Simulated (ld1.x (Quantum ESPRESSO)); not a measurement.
# A PAW potential for hafnium, from input to tests, part 1 of 2

Aim: build the potential from the settings below, then test how well it stands in for the atom: other configurations, scattering, ghost states and the plane-wave cutoff that it needs.

The numbers are computed with ld1.x (Quantum ESPRESSO) 7.5 (PBEsol, scalar-relativistic, spin-unpolarised reference atom).

## Step 1: Settings

Typed settings, in words:

| Property | Result |
| --- | --- |
| element | hafnium (Hf, Z = 72) |
| type | PAW |
| frozen core | [Xe] |
| valence charge | 18 |
| reference configuration | 4f14 5d1 6s0 6p0 (charge +3) |
| partial waves | 6s (bound, empty): rcut 2.45, rcutus 2.75 bohr; 6s channel at 1.95 Ry: rcut 2.45, rcutus 2.75 bohr; 6p (bound, empty): rcut 2.75, rcutus 3.25 bohr; 6p channel at -0.4 Ry: rcut 2.75, rcutus 3.25 bohr; 5d (bound): rcut 1.65, rcutus 2.00 bohr; 5d channel at 1.25 Ry: rcut 1.65, rcutus 2.00 bohr; 4f (bound): rcut 0.70, rcutus 0.90 bohr; 4f channel at -1.1 Ry: rcut 0.70, rcutus 0.90 bohr |
| local potential | all-electron potential smoothed inside 1.50 bohr (lloc = -1) |
| core correction | a·sin(br)/r model core, default radius (core density twice the valence density) |
| augmentation charge | PSQ, inside the norm-conserving radii |

The nodes and maxima of the atom's own shells, from an earlier all-electron run, set the scale for the radii.

All-electron outer shells of the reference configuration (PBEsol, scalar-relativistic, ld1.x):

```
shell  level (eV)  outermost node (bohr)  outermost maximum (bohr)
   5s      -94.32                   0.55                      1.01
   5p      -62.55                   0.60                      1.16
   4f      -44.19                      –                      0.45
   5d      -27.10                   0.66                      1.57
   6s      -25.76                   1.34                      2.52
   6p      -19.07                   1.58                      3.08
```

## Step 2: Generating the potential

File Hf.in:

```
 &input
   title='Hf', zed=72., rel=1, dft='PBESOL', iswitch=3,
   config='[Xe] 4f14 5d1 6s0 6p0',
   nld=4, rlderiv=3.55, eminld=-5.0, emaxld=5.0, deld=0.02
 /
 &inputp
   pseudotype=3, lpaw=.true., tm=.true., lloc=-1, rcloc=1.50,
   nlcc=.true.,
   which_augfun='PSQ', rmatch_augfun_nc=.true.,
   file_pseudopw='Hf.UPF', file_wfcaegen='ae.wfc', file_wfcncgen='nc.wfc', file_beta='beta', file_chi='chi', file_wfcusgen='us.wfc'
 /
8
6S  1  0   0.00   0.00  2.45  2.75  0.0
6S  1  0   0.00   1.95  2.45  2.75  0.0
6P  2  1   0.00   0.00  2.75  3.25  0.0
6P  2  1   0.00  -0.40  2.75  3.25  0.0
5D  3  2   1.00   0.00  1.65  2.00  0.0
5D  3  2   0.00   1.25  1.65  2.00  0.0
4F  4  3  14.00   0.00  0.70  0.90  0.0
4F  4  3   0.00  -1.10  0.70  0.90  0.0
 &test
   configts(1)='4f14 5d1 6s0 6p0'
 /
```

Command:

```console
$ ld1.x < Hf.in > Hf.out
```

Output in Hf.out (without the banner and most projector matrices):

```text
     Program LD1 v.7.5
     --------------------------- All-electron run ----------------------------

     Hf
     scalar relativistic calculation

     atomic number is 72.00
     dft =PBESOL   lsd =0 sic =0 latt =0  beta=0.20 tr2=1.0E-14
     Exchange-correlation= PBESOL
                           (   1   4  10   8   0   0   0)
     mesh =1271 r(mesh) =  99.31870 a.u. xmin = -7.00 dx = 0.01250
     1 Ry =  13.60569312 eV, c = 137.03599908

     n l     nl                  e(Ry)          e(Ha)          e(eV)
     1 0     1S 1( 2.00)     -4798.8154     -2399.4077    -65291.2093
     2 0     2S 1( 2.00)      -822.3794      -411.1897    -11189.0420
     2 1     2P 1( 6.00)      -722.3929      -361.1965     -9828.6561
     3 0     3S 1( 2.00)      -188.9131       -94.4565     -2570.2935
     3 1     3P 1( 6.00)      -159.0486       -79.5243     -2163.9664
     4 0     4S 1( 2.00)       -39.6413       -19.8207      -539.3475
     4 1     4P 1( 6.00)       -29.8444       -14.9222      -406.0538
     3 2     3D 1(10.00)      -123.7002       -61.8501     -1683.0271
     5 0     5S 1( 2.00)        -6.9322        -3.4661       -94.3179
     5 1     5P 1( 6.00)        -4.5976        -2.2988       -62.5531
     4 2     4D 1(10.00)       -17.1896        -8.5948      -233.8768
     4 3     4F 1(14.00)        -3.2480        -1.6240       -44.1917
     5 2     5D 1( 1.00)        -1.9917        -0.9958       -27.0982
     6 0     6S 1( 0.00)        -1.8930        -0.9465       -25.7559
     6 1     6P 1( 0.00)        -1.4013        -0.7006       -19.0656

     final scf error:  4.8E-15 reached in  30 iterations

     Etot =  -30144.097638 Ry,  -15072.048819 Ha, -410131.341934 eV

     Ekin =   33030.726882 Ry,   16515.363441 Ha,  449405.933591 eV
     Encl =  -74240.868657 Ry,  -37120.434329 Ha,-1010098.476137 eV
     Eh   =   11670.688487 Ry,    5835.344244 Ha,  158787.806095 eV
     Exc  =    -604.644351 Ry,    -302.322175 Ha,   -8226.605483 eV

     normalization and overlap integrals

     s(1S/1S) =  1.000000  <r> =   0.0190  <r2> =    0.0005  r(max) =   0.0120
     s(2S/2S) =  1.000000  <r> =   0.0804  <r2> =    0.0076  r(max) =   0.0679
     s(2P/2P) =  1.000000  <r> =   0.0717  <r2> =    0.0063  r(max) =   0.0556
     s(3S/3S) =  1.000000  <r> =   0.2087  <r2> =    0.0498  r(max) =   0.1917
     s(3P/3P) =  1.000000  <r> =   0.2086  <r2> =    0.0504  r(max) =   0.1893
     s(4S/4S) =  1.000000  <r> =   0.4683  <r2> =    0.2477  r(max) =   0.4375
     s(4P/4P) =  1.000000  <r> =   0.4978  <r2> =    0.2820  r(max) =   0.4599
     s(3D/3D) =  1.000000  <r> =   0.1890  <r2> =    0.0419  r(max) =   0.1550
     s(5S/5S) =  1.000000  <r> =   1.1301  <r2> =    1.4352  r(max) =   1.0109
     s(5P/5P) =  1.000000  <r> =   1.3221  <r2> =    1.9786  r(max) =   1.1599
     s(4D/4D) =  1.000000  <r> =   0.5354  <r2> =    0.3326  r(max) =   0.4716
     s(4F/4F) =  1.000000  <r> =   0.6733  <r2> =    0.5835  r(max) =   0.4542
     s(5D/5D) =  1.000000  <r> =   1.9286  <r2> =    4.3071  r(max) =   1.5657
     s(6S/6S) =  1.000000  <r> =   2.7748  <r2> =    8.5879  r(max) =   2.5177
     s(6P/6P) =  1.000000  <r> =   3.3575  <r2> =   12.5797  r(max) =   3.0751

     ------------------------ End of All-electron run ------------------------

     --------------------- Generating PAW atomic setup --------------------

      Generating local potential from pseudized AE potential:
      Matching radius rcloc =   1.5000

      Local pseudo, rcloc= 1.489 Estimated cut-off energy=    10.64 Ry

      Computing core charge for nlcc:

       r > 0.54 : true rho core
       r < 0.54 : rho core = a sin(br)/r    a= 114.09  b=   4.50

      Integrated core pseudo-charge :  28.98
      Wfc-us  6S rcutus= 2.782  Estimated cut-off energy=     6.03 Ry
      Wfc-us  6S rcutus= 2.782  Estimated cut-off energy=    13.33 Ry
      Wfc-us  6P rcutus= 3.233  Estimated cut-off energy=     7.28 Ry
      Wfc-us  6P rcutus= 3.233  Estimated cut-off energy=     9.48 Ry
      Wfc-us  5D rcutus= 2.010  Estimated cut-off energy=    28.30 Ry
      Wfc-us  5D rcutus= 2.010  Estimated cut-off energy=    48.00 Ry
      Wfc-us  4F rcutus= 0.903  Estimated cut-off energy=   193.81 Ry
      Wfc-us  4F rcutus= 0.903  Estimated cut-off energy=   217.89 Ry

     Required augmentation: PSQ   radius:    3.250000

     Q pseudized with Bessel functions
     Expected ecutrho=    1148.8821 due to l1=  3   l2=  3

     Estimated PAW energy = -871.220088 Ryd

     The PAW screened D coefficients
     2.44669     1.11612     0.00000     0.00000     0.00000     0.00000
     0.00000     0.00000
     1.11612     0.92679     0.00000     0.00000     0.00000     0.00000
     0.00000     0.00000
     0.00000     0.00000     0.84689     0.84039     0.00000     0.00000
     0.00000     0.00000
     0.00000     0.00000     0.84039     0.84666     0.00000     0.00000
     0.00000     0.00000
     0.00000     0.00000     0.00000     0.00000     0.37930     0.63718
     0.00000     0.00000
     0.00000     0.00000     0.00000     0.00000     0.63718     0.62360
     0.00000     0.00000
     0.00000     0.00000     0.00000     0.00000     0.00000     0.00000
   -11.44690    -6.14935
     0.00000     0.00000     0.00000     0.00000     0.00000     0.00000
    -6.14935    -3.32984

     The PAW descreened D coefficients (US)
     1.60641    -1.47872     0.00000     0.00000     0.00000     0.00000
     0.00000     0.00000
    -1.47872     0.55076     0.00000     0.00000     0.00000     0.00000
     0.00000     0.00000
     0.00000     0.00000     1.48732     0.89153     0.00000     0.00000
     0.00000     0.00000
     0.00000     0.00000     0.89153     0.35867     0.00000     0.00000
     0.00000     0.00000
     0.00000     0.00000     0.00000     0.00000     0.29417     0.27960
     0.00000     0.00000
     0.00000     0.00000     0.00000     0.00000     0.27960    -0.76141
     0.00000     0.00000
     0.00000     0.00000     0.00000     0.00000     0.00000     0.00000
    -2.28069    -0.40669
     0.00000     0.00000     0.00000     0.00000     0.00000     0.00000
    -0.40669     0.26059

     ------------------- End of pseudopotential generation -------------------

     [... the all-electron block is printed once more ...]


     Computing logarithmic derivative in   3.55055
     Computing logarithmic derivative in   3.55055
     Computing the partial wave expansion
     R is outside the sphere for l=    0 j= 0.00
     R is outside the sphere for l=    0 j= 0.00
     R is outside the sphere for l=    1 j= 0.00
     R is outside the sphere for l=    1 j= 0.00
     R is outside the sphere for l=    2 j= 0.00
     R is outside the sphere for l=    2 j= 0.00
     R is outside the sphere for l=    3 j= 0.00
     R is outside the sphere for l=    3 j= 0.00

     ---------------------- Testing the pseudopotential ----------------------

     Hf
     scalar relativistic calculation

     atomic number is 72.00   valence charge is 18.00
     dft = SLA  PW   PSX  PSC   lsd =0 sic =0 latt =0  beta=0.20 tr2=1.0E-14
     mesh =1271 r(mesh) =  99.31870 xmin = -7.00 dx = 0.01250

     n l     nl             e AE (Ry)        e PS (Ry)    De AE-PS (Ry)
     4 3     4F   1(14.00)       -3.24803       -3.24804        0.00001
     3 2     5D   1( 1.00)       -1.99168       -1.99168        0.00001
     1 0     6S   1( 0.00)       -1.89303       -1.89303        0.00000
     2 1     6P   1( 0.00)       -1.40130       -1.40130        0.00000

     eps = 4.8E-16  iter =  4

     Etot =  -30144.097638 Ry,  -15072.048819 Ha, -410131.341934 eV
     Etotps =  -871.220118 Ry,    -435.610059 Ha,  -11853.553562 eV

     Ekin =     891.782029 Ry,     445.891015 Ha,   12133.312619 eV
     Encl =   -1446.493841 Ry,    -723.246921 Ha,  -19680.551310 eV
     Ehrt =     288.136017 Ry,     144.068008 Ha,    3920.290219 eV
     Ecxc =    -604.644322 Ry,    -302.322161 Ha,   -8226.605089 eV
     (Ecc =     -90.405065 Ry,     -45.202533 Ha,   -1230.023576 eV)

     ---------------------- End of pseudopotential test ----------------------
```

It took 2.3 s on 1 thread of Neoverse-V2, shared host. (Generation and the later configuration tests together.)

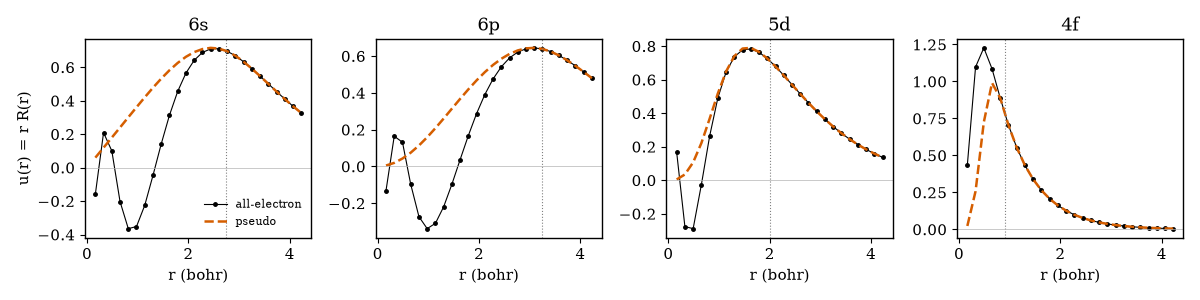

All-electron and pseudo partial waves (6s, 6p, 5d, 4f), with the matching radii dotted. The curves join 26 sampled radii, too few to resolve the innermost nodes.

(Continued in part 2 of 2.)
